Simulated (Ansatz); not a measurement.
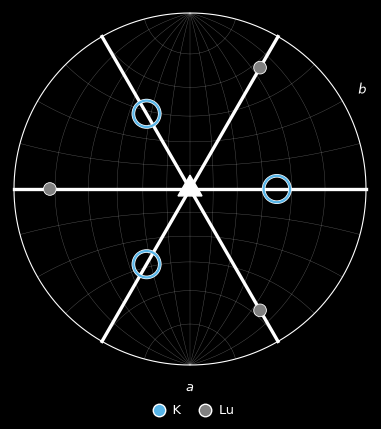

Directions from one tin atom at (0, 0, 0.401) to its bonded neighbours, in stereographic projection down c (filled: above the plane of the page or in it, open: below). Crystal: KLuSn, the geometry relaxed with Ansatz, DFT, PAW plane waves, r2scan; the starting structure was generated, so it need not be a known form of this composition. All values are computed from the atomic coordinates in the standard setting (tolerance 0.002 Å).

Neighbours are counted up to 4.05 Å for K, 3.30 Å for Lu. The symmetry elements of the site are drawn in: heavy lines are mirror planes (a heavy rim: a mirror in the plane of the page); lens, triangle, square and hexagon are 2-, 3-, 4- and 6-fold axes, a lens in an open square is −4, a triangle in an open hexagon −6; thin dashed diameters join the ends of axes that lie in the page; a small open circle marks inversion.

```cif
data_structure
_symmetry_space_group_name_H-M 'P 1'
_symmetry_Int_Tables_number 1
_cell_length_a 4.9675
_cell_length_b 4.9675
_cell_length_c 14.1309
_cell_angle_alpha 90.000
_cell_angle_beta 90.000
_cell_angle_gamma 120.000
_cell_volume 301.98
loop_
_atom_site_label
_atom_site_type_symbol
_atom_site_fract_x
_atom_site_fract_y
_atom_site_fract_z
_atom_site_occupancy
K1 K 0.33333 0.66667 0.24545 1
K2 K 0.66667 0.33333 0.74545 1
Sn1 Sn 0.00000 0.00000 0.40100 1
Sn2 Sn 0.00000 0.00000 0.90100 1
Lu1 Lu 0.33333 0.66667 0.94765 1
Lu2 Lu 0.66667 0.33333 0.44765 1
```

**How many neighbours are there, and at what angles?**

6: 3 Lu at 2.94 Å, 3 K at 3.61 Å. Angles between bonds: 75° (6×), 87° (3×), 115° (3×), 155° (3×).

**What is the site's symmetry in the crystal?**

Point group 3m (C3v), order 6: one threefold axis, three mirror planes. In P6_3mc, No. 186 this is Wyckoff position 2a.
